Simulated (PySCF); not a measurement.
Sn(F)2(Cl)(Me), SMILES [CH3][Sn]([F])([F])[Cl] (CH₃ClF₂Sn) at its PBE0/def2-SVP optimised geometry (Å):

```
8

C      1.2385    -0.6042     0.0000
Sn    -0.8803    -0.6042     0.0000
F     -1.5959     1.1828     0.0000
F     -1.5870    -1.3653     1.6212
Cl    -1.9202    -1.7147    -1.7563
H      1.5959    -1.0610    -0.9314
H      1.5770    -1.1828     0.8693
H      1.5766     0.4376     0.0743
```

Calculation: PBE0/def2-TZVP, def2 effective core potentials past Kr (PySCF). The core electrons that the potentials of Sn replace are not part of the density. Cells within 0.4 Å of a nucleus heavier than hydrogen are left out (blank, or x).

Map of the electron localisation function on the plane z = 0.0 Å:

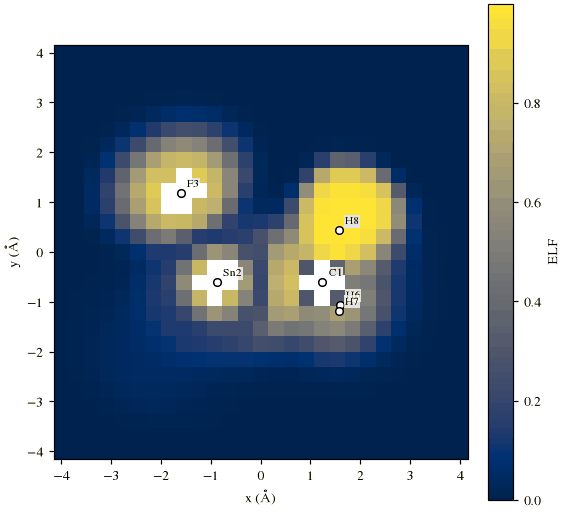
Figure: Electron localisation function on the plane z = 0.0 Å.
